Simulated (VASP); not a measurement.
Consider Mo$_{3}$S.

```
Mo S
1.0
     3.99471    0.00000    0.00000
     0.00000    3.99471    0.00000
     0.00000    0.00000    3.99471
Mo S
3 1
Direct
  0.00000 0.50000 0.50000
  0.50000 0.00000 0.50000
  0.50000 0.50000 0.00000
  0.00000 0.00000 0.00000
```

Space group Pm-3m; a generated structure, not necessarily the stable one; computed pressure about −10 GPa in this cell; spin-polarised.

These are results of Kohn-Sham DFT of a periodic cell, PBE, VASP PAW PBE potentials, recommended in VASP 6.6.1, not measurements.

Q: What can the converged valence pseudo-density tell about the bonding?

A: Mo–S (2.82 Å): the density is about 0.25 e/Å³ at the midpoint.

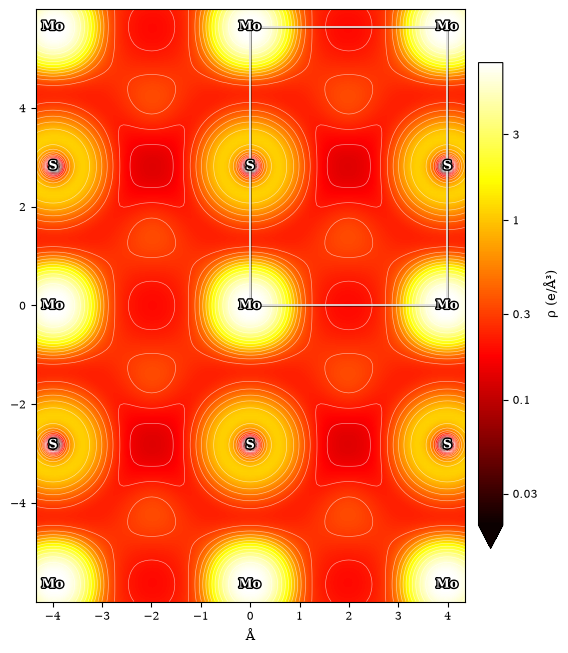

Computed valence pseudo-density on the (101) plane of the conventional cell. 

In a PAW calculation such maps are meaningful between the atoms, not at the nuclei.
